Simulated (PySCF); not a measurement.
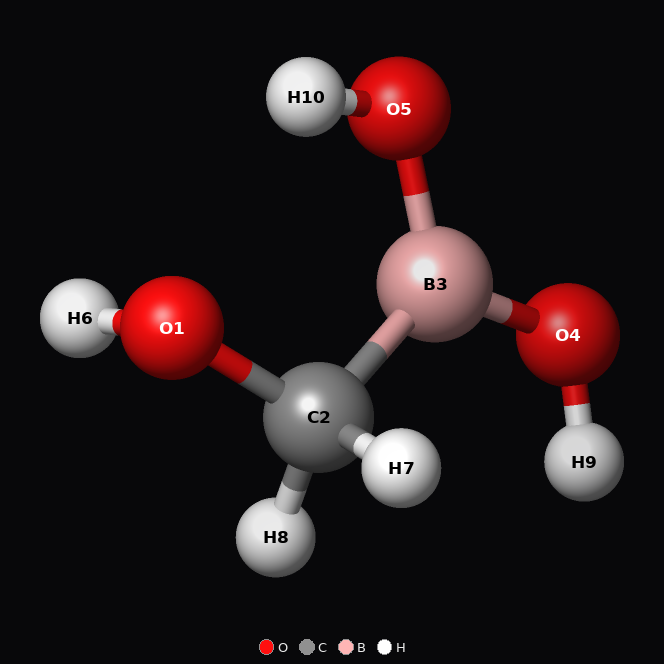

The computed structure is the end point of a PBE0-D3(BJ)/def2-SVP optimisation. No frequency run is at hand to confirm it as a minimum. Level of theory: B3LYP/pcJ-1 indirect spin-spin coupling, non-relativistic, gas phase (PySCF 2.14.0). Isotopes: 11B, 13C, 1H, 17O.

Give the spin–spin coupling constants of these pairs, with the number of bonds between them: B3/O5, B3/O4, B3/H7, B3/H10, B3/H8.

```
   pair  bonds apart  J (Hz)
 B3, O5            1   −14.7
 B3, O4            1   −15.7
 B3, H7            2    −4.9
B3, H10            2    −3.3
 B3, H8            2    −1.8
```
